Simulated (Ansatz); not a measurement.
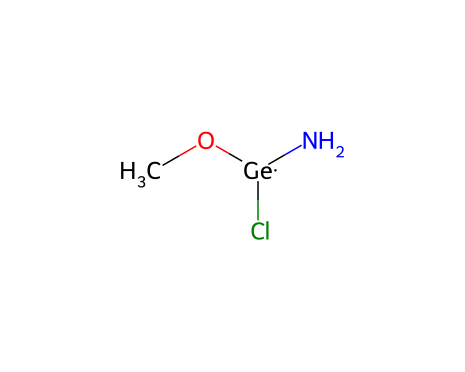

The picture comes from a calculation with Ansatz.

A structural formula. State: neutral, doublet.

Q: Write the SMILES.

A: C[O][Ge]([NH2])[Cl]

Q: Give the formula, hydrogens included.

A: CH5ClGeNO.

Q: An optimisation with PBE0-D4/def2-TZVP gave a structure of which point group?

A: C1. Other conformers may differ.
